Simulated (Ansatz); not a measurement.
BSiH5O: several calculations on one system

Part 1: Relaxation

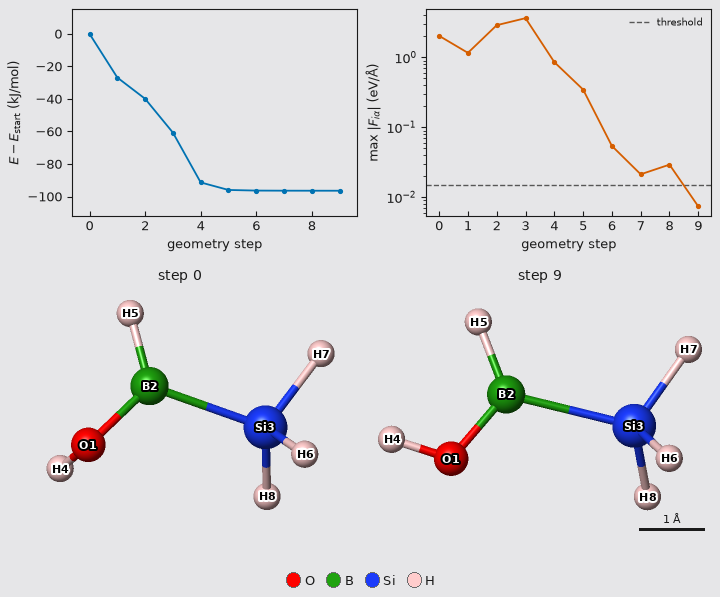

First and last geometry of a relaxation of BSiH₅O, with the history of the run. The picture is a ball-and-stick view, seen face on.

The run prepares an end point of a later path (torsion) calculation, from a guessed geometry.

The calculation used RKS PBE0-D4/cc-pVDZ in Ansatz. Settings: no spin polarisation; force threshold 0.015 eV/Å; at most 40 steps.

What do the curves and the structures tell?

It converged. H4 moves most after the best rigid fit: 0.83 Å. Largest moves by element: H 0.83 Å, O 0.37 Å, B 0.21 Å, Si 0.14 Å. Some distances before and after: B2–Si3 1.918 → 2.037 Å, Si3–H8 1.436 → 1.503 Å, O1–B2 1.405 → 1.354 Å, Si3–H6 1.475 → 1.504 Å. Among the angles between lasting bonds that change: B2–O1–H4 104.4° → 112.7°, H6–Si3–H8 111.5° → 107.3°, B2–Si3–H7 109.4° → 112.0°. Groups turn about O1–B2 by about 85°. After 9 geometry steps the energy has fallen by 96.4 kJ/mol. Largest force component: 2 eV/Å at the start, 0.0074 eV/Å at the end. Cost: 21 s on 1 thread of Intel(R) Xeon(R) Platinum 8375C CPU @ 2.90GHz (Ice Lake), with other jobs on the host, peak memory 0.15 GiB.

Part 2: Relaxation

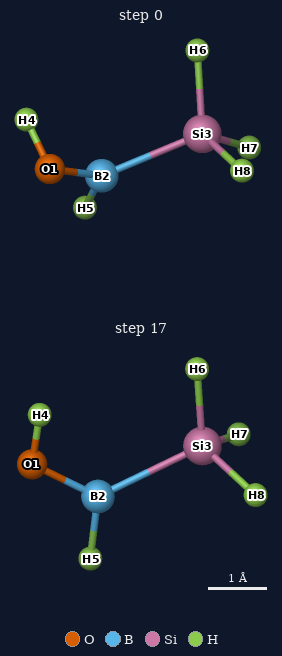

The structure of BSiH5O before (top) and after (bottom) a relaxation, at one scale.

The picture is a ball-and-stick view, seen from a free direction.

The run prepares an end point of a later path (torsion) calculation, from a guessed geometry.

The calculation used RKS PBE0-D4/cc-pVDZ in Ansatz 0.2.0.

Input
```yaml
crystal:
  periodic: [false, false, false]
  atoms:
    - { symbol: O, position_ang: [-1.578, 0.8036, -0.5911] }
    - { symbol: B, position_ang: [-0.178, 0.7458, -0.4923] }
    - { symbol: Si, position_ang: [0.84757, 2.00943, -1.50656] }
    - { symbol: H, position_ang: [-1.7869, 0.2617, -1.3608] }
    - { symbol: H, position_ang: [0.36285, -0.04274, 0.21701] }
    - { symbol: H, position_ang: [0.6087, 1.80959, -2.94796] }
    - { symbol: H, position_ang: [2.33718, 1.77458, -1.25254] }
    - { symbol: H, position_ang: [0.55769, 3.35726, -1.10655] }
basis:
  gaussian: { orbitals: cc-pVDZ }
hamiltonian:
  xc: pbe0
  dispersion: d4
relax:
  f_tol: 0.015
  max_steps: 40
output:
  orbitals: {}
```

Command:
```bash
ansatz run input.yaml --threads 1 --pin off --max-ram 2048MiB --backend cpu --events-out ev --progress --plain --runs-dir out
```

Q: Summarise the run.

A: The energy falls by 1.020 eV in 15 accepted moves (17 points after the start). Largest force component: 2.2 eV/Å at the start, 0.0014 eV/Å at the end. The line search rejected the trial steps at points 9, 16 of the run. The atom that moves furthest after the best rigid fit is H5 (0.85 Å). By element the largest moves are H 0.85 Å, O 0.74 Å, B 0.16 Å, Si 0.02 Å. Near-neighbour distances that change, for instance: B2–Si3 1.918 → 2.038 Å, Si3–H8 1.436 → 1.502 Å, O1–B2 1.405 → 1.353 Å, Si3–H6 1.475 → 1.507 Å. Among the angles between lasting bonds that change: B2–O1–H4 104.4° → 113.1°, O1–B2–H5 121.5° → 114.7°, O1–B2–Si3 118.0° → 123.6°. Groups turn about O1–B2 by about 85°, B2–Si3 by about 60°. The run took 40 s on 1 thread of Intel(R) Xeon(R) Platinum 8375C CPU @ 2.90GHz (Ice Lake), on a shared host, peak memory 0.15 GiB.

Part 3: Path

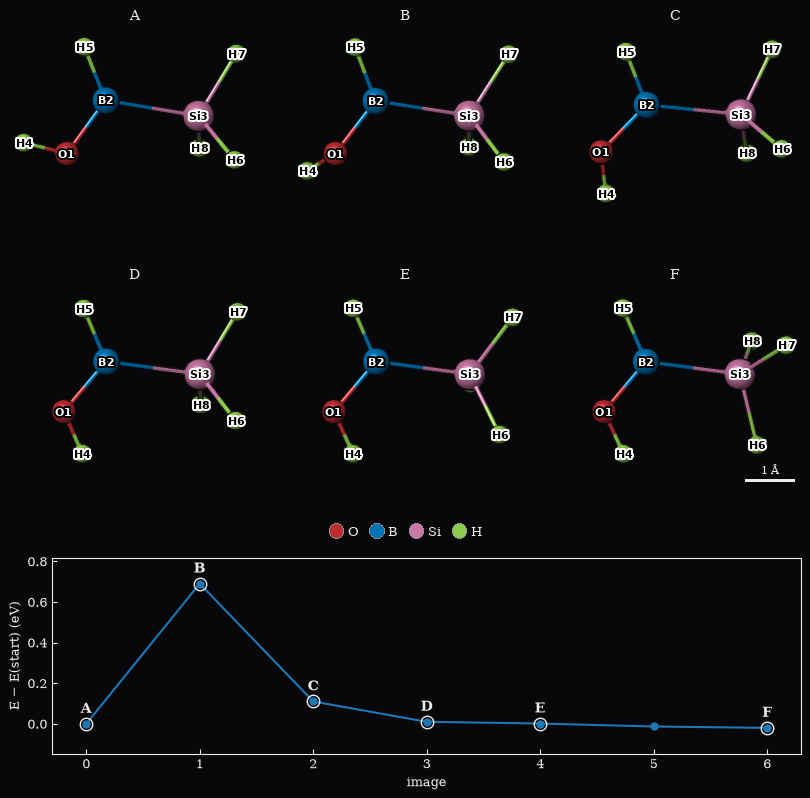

NEB run on BSiH₅O. Images are numbered from 0 (start) to 6 (end). Frames A to F are images 0, 1, 2, 3, 4, 6. A ball-and-stick model, seen at a tilt.

All numbers below come from RKS PBE0-D4/cc-pVDZ (Ansatz). Set-up: 5 movable images; climbing image; force threshold 0.03 eV/Å; iteration limit 60; starting path through a guess of the saddle point.

Q: Read off the barrier and say what moves.

A: The motion is a rotation about the O1–B2 bond by about 180°, with a turn of about 60° about B2–Si3. No bond forms or breaks between the ends. Among the angles between lasting bonds that change up to the highest image: B2–O1–H4 112.7° → 125.3°, O1–B2–Si3 117.0° → 119.0°. The highest point, image 1, lies 0.69 eV above the start and 0.71 eV above the end; the end is at −0.02 eV relative to the start. The band converged in 44 iterations. The largest component of the band force went from 160 to 0.026 eV/Å. The climbing image converged on the top of the path. Its vibrational analysis gives 2 imaginary modes over 30i cm⁻¹, so it isn't confirmed as a transition state.

The run took 6.4 min on 1 thread of Intel(R) Xeon(R) Platinum 8375C CPU @ 2.90GHz (Ice Lake), on a shared host, peak memory 0.14 GiB.
